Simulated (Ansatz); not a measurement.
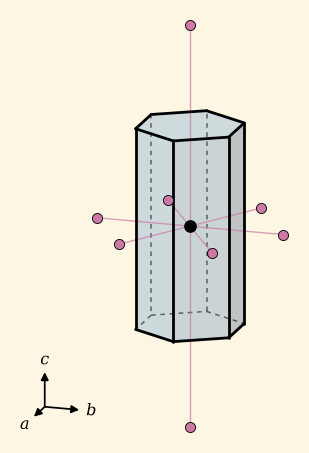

For I, the input geometry of an electronic-structure calculation (not necessarily at equilibrium): the Wigner–Seitz cell of the crystal's lattice, with lines to the lattice points that define its faces. Geometry calculated from the standardised cell; symmetry tolerance 0.002 Å.

a = 7.657 Å, b = 4.591 Å, c = 9.863 Å, α = 90.00°, β = 90.00°, γ = 90.00°; lattice centring C.

**What is the cell's combinatorial type?**

A hexagonal prism: 8 faces (6 with 4 edges, 2 with 6 edges), 18 edges, 12 vertices. Its volume is that of the primitive cell, 173.3 Å³.

**Which lattice vectors do the faces bisect?**

```
      example  length (Å)  faces  edges of each  area (Å²)
1/2 a + 1/2 b        4.46      4              4       26.4
            b        4.59      2              4       24.2
            c        9.86      2              6       17.6
```
